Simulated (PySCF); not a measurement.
## A study: Cl2H2Si, SMILES `Cl[SiH2]Cl`

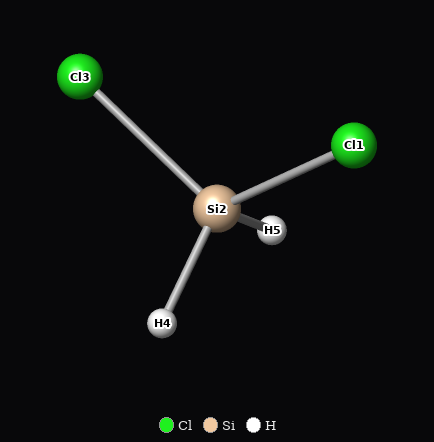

The molecule, with its atoms numbered as below. No frequency check shows the geometry to be a minimum.

Coordinates in Å:

```
Cl1     -1.6423   -0.4029   -0.0000
Si2      0.0000    0.7550    0.0000
Cl3      1.6423   -0.4029    0.0000
H4      -0.0002    1.5638    1.2093
H5       0.0002    1.5638   -1.2093
```

Part 1: Bonding charge

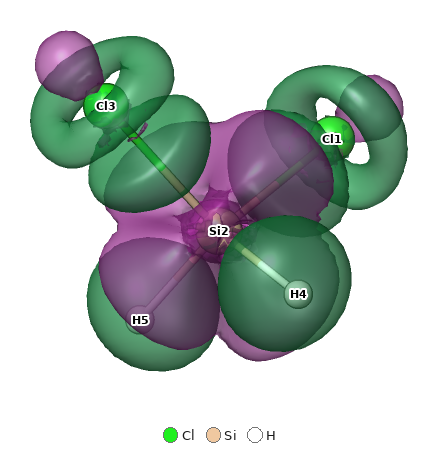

Deformation density (molecule less spherical, spin-averaged free atoms at the same positions), surfaces at ±0.04 e/Å³; green: gain, purple: loss.

Method: BP86/def2-TZVP; geometry: GFN2-xTB; program: PySCF.

How much density has each bond gained at its critical point, relative to the free atoms?

Answer. Si2–H4 and Si2–H5: +0.26 e/Å³ at the bond critical point (bond length 1.46 Å, Mayer order 0.9). Cl1–Si2 and Si2–Cl3: +0.08 e/Å³ at the bond critical point (bond length 2.01 Å, Mayer order 1.2); up to 0.6 Å beside the axis the gain reaches +0.21 e/Å³. In all, 1.1 electrons gather in the regions of gain relative to the promolecule. A small or negative value marks a very polar bond, one between electron-rich atoms, whose free-atom densities already overlap strongly, a long bond to a heavier atom, or a closed-shell contact such as a hydrogen bond.

Where do the Hirshfeld charges lie?

Answer. The highest Hirshfeld charge is on Si2 (+0.32 e), the lowest on Cl1 and Cl3 (−0.09 e).

Part 2: Bond critical points

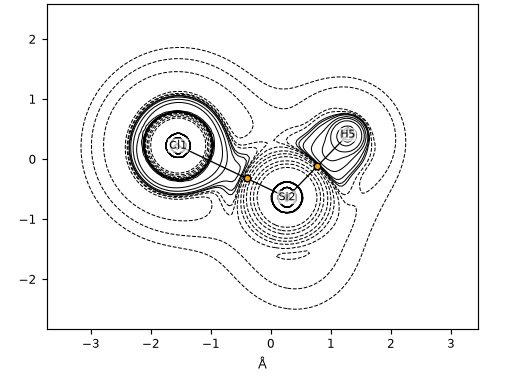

Negative Laplacian of the density (−∇²ρ) in the plane of Cl1, Si2 and H5 (solid lines positive, dashed lines negative, contours at ±0.02 to ±8 a.u.), with bond paths and bond critical points (dots).

At which bond critical points in this plane is charge locally concentrated, and at which depleted?

Answer. At none is it concentrated. Depleted (∇²ρ > 0): Si2–H5 (+0.15 a.u., H = −0.085); Cl1–Si2 (+0.26 a.u., H = −0.057). A positive Laplacian with clearly negative H marks a strongly polar covalent bond, whose critical point lies close to the core of the less electronegative atom.

Where along Cl1–Si2 does the critical point lie?

Answer. 1.27 Å from Cl1 and 0.74 Å from Si2.

Part 3: Electrostatic potential

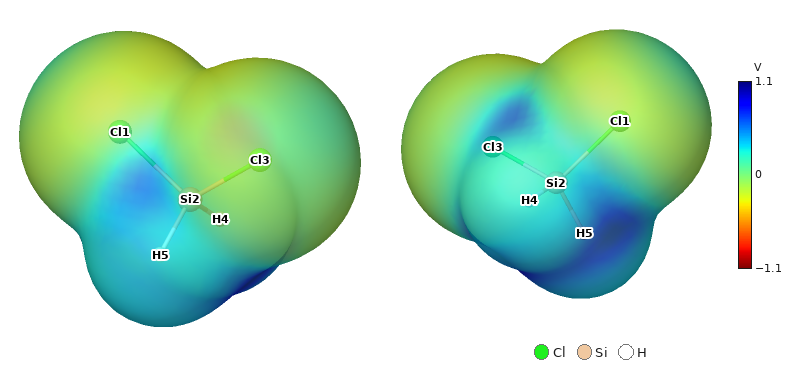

Electrostatic potential on the surface of electron density 0.001 a.u. (back view left, front view right).

Where are the extremes of the potential on the surface?

Answer. Highest: 1.05 V, about equally far (2.0 Å) from Si2, H4 and H5. Further maxima include 0.64 V, 1.8 Å from H4, and at like points elsewhere; 0.17 V, 2.0 Å from Cl1. Lowest: −0.26 V, 2.1 Å from Cl3, and at like points elsewhere. The surface is sampled at points, so like sites can differ by a few per cent and only the strongest of them is named.

Does Cl1 carry a σ-hole?

Answer. Yes: a local maximum of +0.17 V lies on the extension of the Si2–Cl1 bond.

What volume does the surface enclose, and what is the dipole moment?

Answer. About 103 Å³; the dipole moment is 1.0 D.

Part 4: Excited states

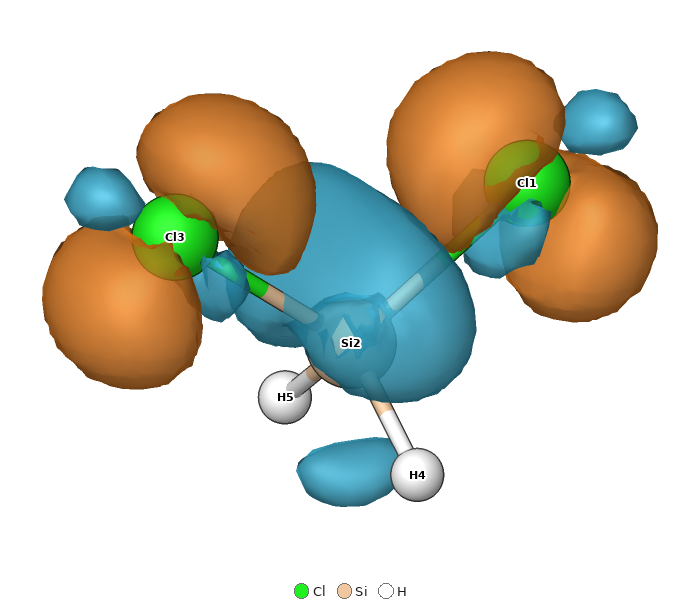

Unrelaxed difference density of T₃ less the ground state (full linear response triplet states), ±0.03 e/Å³; light blue: gain, orange: loss.

Computed with PySCF, PBE0/def2-SVP, geometry: GFN2-xTB. Without diffuse functions Rydberg states are missing, so the states' numbers hold for this basis only.

How does the charge move on excitation?

Answer. 0.68 e is displaced in all, of which about 0.5 e passes between atoms: Cl1 and Cl3 (0.24 e each) lose electrons and Si2 (0.39 e) and H4 and H5 (0.04 e each) gain them. The state: 7.96 eV (156 nm), spin-forbidden from the singlet ground state, n → σ*; the leading pair carries 95 %; hole on Cl1 and Cl3 (46 % each) and Si2 (6 %), electron on Si2 (46 %) and Cl1 and Cl3 (22 % each); their centroids lie 0.6 Å apart.

Part 5: Removing or adding an electron

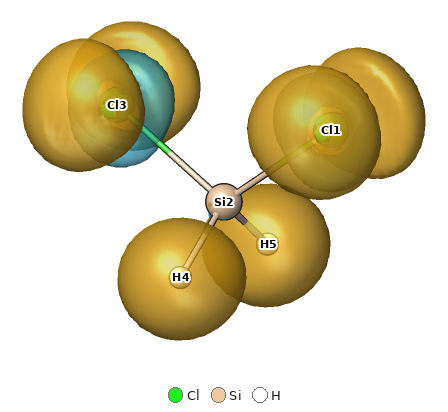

Fukui function f⁻ = ρ(N) − ρ(N−1) at fixed geometry, surfaces at ±0.02 e/Å³ (yellow positive, teal negative).

PySCF calculation, PBE0/aug-cc-pVDZ, gas phase; geometry: GFN2-xTB.

Which atoms respond most to the removal of an electron?

Answer. f⁻ (Hirshfeld-condensed) is largest on Cl1 and Cl3 (0.29 each); the vertical ionisation energy is 11.28 eV. Condensed values hint at sites of electrophilic attack but needn't mark the atom that reacts. Orbital relaxation makes it negative in places (0.09 e in all).

Part 6: Localised orbitals

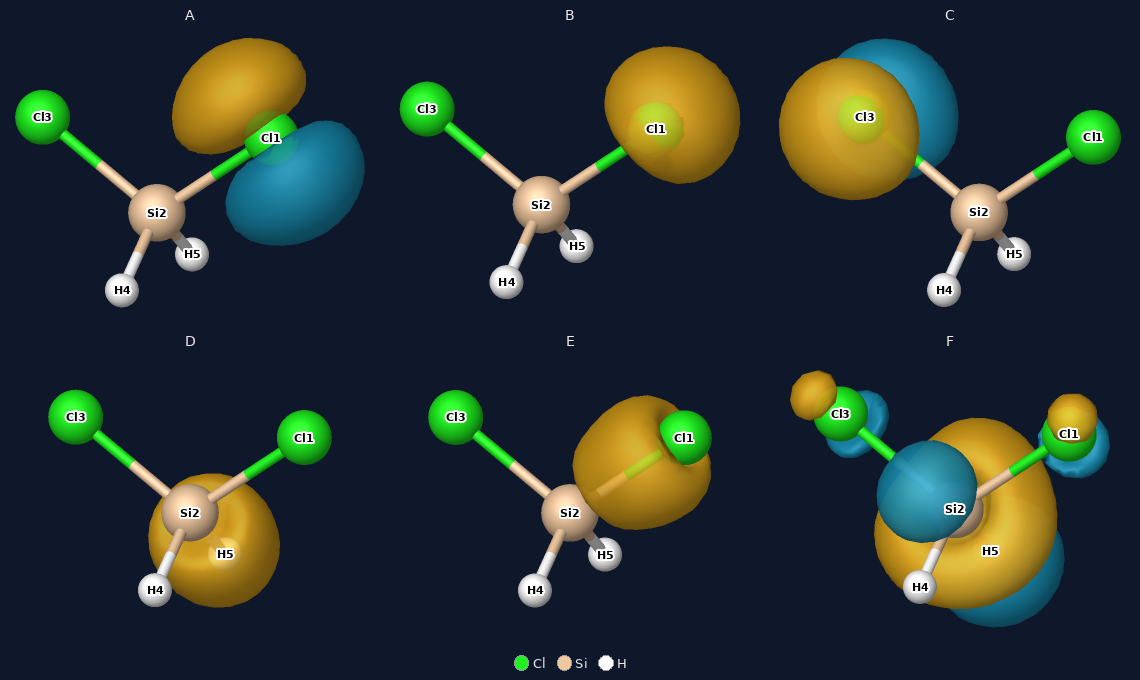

Intrinsic bond orbitals (IBO), occupied and valence-virtual; each surface holds about 70 % of the orbital's density. Energies are diagonal elements of the Fock matrix.

Computed with PySCF, BLYP/aug-cc-pVDZ, geometry: GFN2-xTB.

What does each orbital represent in a Lewis picture?

Answer. By panel:
- A: lone pair on Cl1 (p-type) (Cl1 96 %, Si2 4 %; −8.4 eV)
- B: lone pair on Cl1 (sp0.4-type) (Cl1 100 %; −16.2 eV)
- C: lone pair on Cl3 (p-type) (Cl3 97 %; −8.3 eV)
- D: σ bond H5–Si2 (H5 54 %, Si2 46 %; −10.9 eV)
- E: σ bond Cl1–Si2 (Cl1 72 %, Si2 28 %; −15.4 eV)
- F: σ* orbital Si2–H5 (Si2 51 %, H5 43 %; 3.9 eV)

How do all the valence pairs divide up?

Answer. 10 pairs: 6 lone pairs and 4 σ bonds.

Part 7: Stretching a bond

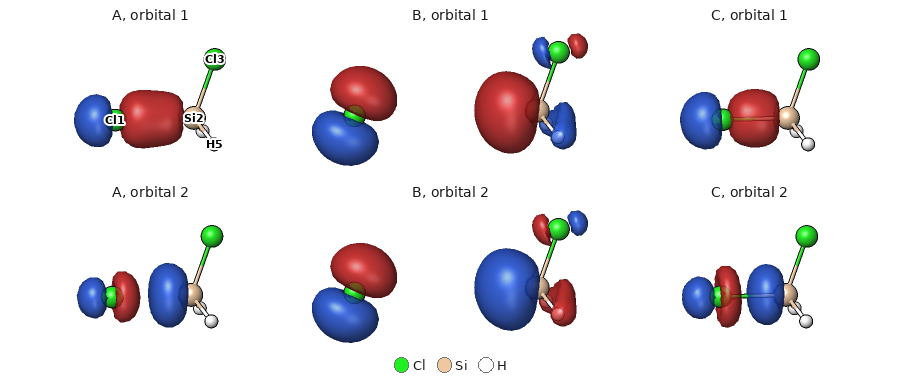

Rigid stretch of the Cl1–Si2 bond. The two CASSCF(2,2) natural orbitals nearest half filling (orbital 1 the more occupied).

PySCF calculation, def2-SVP basis, gas phase; geometry: GFN2-xTB.

The columns are at 2.13, 2.56 and 5.96 Å, in some order. Assign them, and give the occupations.

Answer. A: 2.56 Å, occupations 1.95 and 0.05. B: 5.96 Å, occupations 1.01 and 0.99. C: 2.13 Å, occupations 1.98 and 0.02.

Where does the UHF solution part from RHF?

Answer. Between 2.56 Å (⟨S²⟩ = 0, the two coincide) and 2.88 Å (⟨S²⟩ = 0.06); at 5.96 Å ⟨S²⟩ is 1.01 and UHF lies 3.9 eV below RHF.

How much energy does the stretch cost?

Answer. By CASSCF, 4.0 eV from the lowest point of the scan (2.13 Å) to 5.96 Å; RHF gives 7.5 eV from its own lowest point. The fragments aren't relaxed and dynamic correlation is missing, so this isn't a bond dissociation energy.

The PySCF runs shown took 4.6 s, 20 s, 76 s, 3.6 s and 36 s on 1 thread of AMD EPYC 9R45 96-Core Processor (Zen 5) (shared host).
